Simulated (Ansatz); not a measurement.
**HBS (hydrogen boron sulfide) at 6 levels**

Aim: a comparison of 6 runs (BHLYP/STO-3G, HSE06/STO-3G, UPBE0/STO-3G, revPBE/STO-3G, UMP2/STO-3G, FCI/STO-3G) of HBS (hydrogen boron sulfide). 

The calculation is run with Ansatz 0.2.0.

63 further runs of the same task are left out: 8 that didn't finish, 55 set aside as unsound or not needed.

## Step 1: The molecule

HBS: 3 atoms, total charge 0, spin state singlet. As SMILES, `B=S`. The S2–B1 distance was set to 1.997 Å, away from the relaxed value.

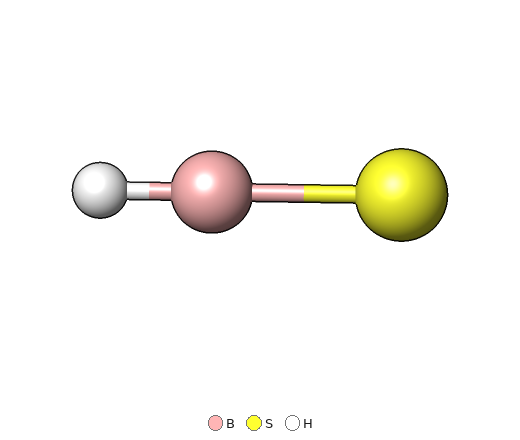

Viewed from a chosen angle; boron pink, sulfur yellow, hydrogen white.

## Step 2: The energy at BHLYP/STO-3G (run 1)

in.yaml reads:

```yaml
crystal:
  periodic: [false, false, false]
  atoms:
    - {symbol: B, position_ang: [-0.148110, -0.055107, 0.516733]}
    - {symbol: S, position_ang: [0.399170, 0.147640, -1.393290]}
    - {symbol: H, position_ang: [-0.469960, -0.173627, 1.640513]}
basis:
  gaussian:
    orbitals: STO-3G
accuracy: high
hamiltonian:
  xc: {name: BHLYP}
total_charge: 0
```

Launch:

```sh
ansatz run in.yaml --threads 1 --pin off --max-ram 3480MiB --events-out events.jsonl --progress --plain --runs-dir runs
```

Standard output:

```text
Warning: RAYON_NUM_THREADS=1 ignored (pool sized by the plan → 1); use --threads N
Functional definition: BHLYP
  name "BHLYP"
  parameter a = 0.5
  exchange = (1 - a)*b88_x + a*exact_x
  correlation = lyp_c
239 factors; integrals over basis functions are off by at most 1.3e-8 eV
mean field evaluation 1: about -11391.6270 eV, gradient 2.9e1 eV
mean field evaluation 2: about -11339.2824 eV, gradient 1.2e2 eV
mean field evaluation 4: about -11395.7562 eV, gradient 1.5e-1 eV
mean field evaluation 8: about -11395.7209 eV, gradient 1.7e-2 eV
mean field evaluation 16: about -11395.7209 eV, gradient 1.0e-8 eV
mean field -11395.72088316 eV, -418.7850181590 hartree, gradient 1.2e-8 eV, S^2 0.000000; 0 other end points of the search recorded, 0 dependent functions left out
reference -11395.72089931 eV, -418.7850187527 hartree; 11, 11 occupied and 4, 4 virtual orbitals, 239 factors
Total energy: -11395.72089931 eV, -418.7850187527 hartree
```

Run time: 0.54 s. Hardware: 1 thread of Arm Neoverse V1, shared host.

## Step 3: The energy at HSE06/STO-3G (run 2)

job.yaml reads:

```yaml
crystal:
  periodic: [false, false, false]
  atoms:
    - symbol: B
      position_ang: [-0.148110, -0.055107, 0.516733]
    - symbol: S
      position_ang: [0.399170, 0.147640, -1.393290]
    - symbol: H
      position_ang: [-0.469960, -0.173627, 1.640513]
basis:
  gaussian:
    orbitals: STO-3G
hamiltonian:
  xc: hse06
accuracy: high
```

Launch:

```sh
ansatz run job.yaml --threads 1 --pin off --max-ram 3480MiB --events-out events.jsonl --progress --plain --runs-dir runs
```

Standard output:

```text
Warning: RAYON_NUM_THREADS=1 ignored (pool sized by the plan → 1); use --threads N
Functional definition: HSE06
  name "HSE06"
  parameter a = 0.25
  parameter omega = 0.11/bohr
  exchange = pbe_x - a*pbe_x_sr(omega) + a*exact_x_sr(omega)
  correlation = pbe_c
239 factors; integrals over basis functions are off by at most 1.3e-8 eV
52 factors; integrals over basis functions are off by at most 1.6e-9 eV
mean field evaluation 1: about -11389.1304 eV, gradient 2.3e1 eV
mean field evaluation 2: about -11319.2855 eV, gradient 1.2e2 eV
mean field evaluation 4: about -11391.3324 eV, gradient 7.6e0 eV
mean field evaluation 8: about -11391.5004 eV, gradient 1.9e-1 eV
mean field evaluation 16: about -11391.5006 eV, gradient 2.2e-6 eV
mean field -11391.50064575 eV, -418.6299272947 hartree, gradient 4.2e-8 eV, S^2 0.000000; 0 other end points of the search recorded, 0 dependent functions left out
reference -11391.50064725 eV, -418.6299273500 hartree; 11, 11 occupied and 4, 4 virtual orbitals, 239 factors
Total energy: -11391.50064725 eV, -418.6299273500 hartree
```

It took 0.78 s on 1 thread of Arm Neoverse V1, shared host.

Runs 3 to 5 aren't shown in full; the table further down has their settings and results.

## Step 4: The energy at FCI/STO-3G (run 6)

run.yaml reads:

```yaml
crystal:
  periodic: [false, false, false]
  atoms:
    - symbol: B
      position_ang: [-0.148110, -0.055107, 0.516733]
    - symbol: S
      position_ang: [0.399170, 0.147640, -1.393290]
    - symbol: H
      position_ang: [-0.469960, -0.173627, 1.640513]
basis:
  gaussian:
    orbitals: STO-3G
total_charge: 0
accuracy: high
correlation:
  method: fci
  frozen_orbitals: {B: 1, H: 0, S: 5}
```

Launch:

```sh
ansatz run run.yaml --threads 1 --pin off --max-ram 3480MiB --events-out events.jsonl --progress --plain --runs-dir runs
```

Standard output:

```text
Warning: RAYON_NUM_THREADS=1 ignored (pool sized by the plan → 1); use --threads N
Functional definition: HF
  name "HF"
  exchange = exact_x
  correlation = 0
239 factors; integrals over basis functions are off by at most 1.3e-8 eV
mean field evaluation 1: about -11368.3545 eV, gradient 3.2e1 eV
mean field evaluation 2: about -11368.3513 eV, gradient 3.2e1 eV
mean field evaluation 4: about -11373.7744 eV, gradient 2.9e0 eV
mean field evaluation 8: about -11373.8458 eV, gradient 3.8e-2 eV
mean field evaluation 16: about -11373.8413 eV, gradient 1.5e-8 eV
mean field -11373.84125000 eV, -417.9809564711 hartree, gradient 1.5e-8 eV, S^2 0.000000; 0 other end points of the search recorded, 0 dependent functions left out; unrestricted orbitals would lower it
6 core orbitals not correlated: weight in the atoms' cores, before any rotation towards them, 1.000 or more for the frozen orbitals, at most 0.000 for the correlated occupied ones
reference -11373.84125000 eV, -417.9809564711 hartree; 5, 5 occupied and 4, 4 virtual orbitals, 239 factors
state -11377.95409196 eV, -418.1321006254 hartree
Total energy: -11377.95409196 eV, -418.1321006254 hartree
```

Wall time 0.36 s (1 thread of Arm Neoverse V1, shared host).

## Step 5: The series

| run | level | frozen core orbitals | energy (Eh) | wall time |
| --- | --- | --- | --- | --- |
| 1 | BHLYP/STO-3G | – | -418.785019 | 0.54 s |
| 2 | HSE06/STO-3G | – | -418.629927 | 0.78 s |
| 3 | UPBE0/STO-3G | – | -418.638412 | 1.1 s |
| 4 | revPBE/STO-3G | – | -418.747576 | 0.6 s |
| 5 | UMP2/STO-3G | 6 | -418.055812 | 0.7 s |
| 6 | FCI/STO-3G | 6 | -418.132101 | 0.36 s |

## Step 6: Summary of results

| quantity | value |
| --- | --- |
| run 6: total energy | -418.13210 Eh |
| run 6: correlation energy (6 core orbitals frozen) | -151.1 mEh |

What this shows: Against full CI in this basis: UMP2 +76.3 mEh. Totals of different functionals can't be ranked against each other. In runs 1, 2, 3, 4, 5, 6 the basis is minimal, so the values are rough. Spin contamination of the reference: run 5 ⟨S²⟩ = 0.87. Where it is this large, the reference is a mixture of spin states, and values that rest on it are in doubt. All runs together took 4.1 s, the longest 1.1 s.
